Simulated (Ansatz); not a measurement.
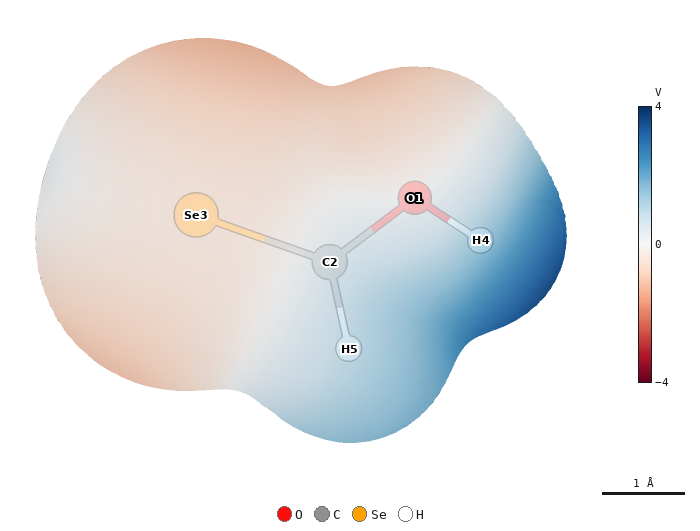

Figure 1: CH$_{2}$OSe (SMILES OC=[Se]). The molecular electrostatic potential painted on the density surface at 0.002 e/bohr³, seen at a tilt; the colour scale runs from red (negative) to blue (positive).

Geometry: PBE0-D4/def2-TZVP.

All numbers below come from RKS PBE0-D4/def2-TZVPP in Ansatz.

```
atom    x (Å)    y (Å)    z (Å)
   O  -0.5676  -0.8526  -0.0666
   C   0.2582   0.1760   0.0730
  Se   1.7618   0.1080   0.9707
   H  -1.3332  -0.5980  -0.5967
   H  -0.0693   1.0929  -0.4217
```

### Where is the surface potential most negative and most positive?

The most negative region (about −1.2 V) lies over Se3, the most positive (about +3.5 V) over H4.
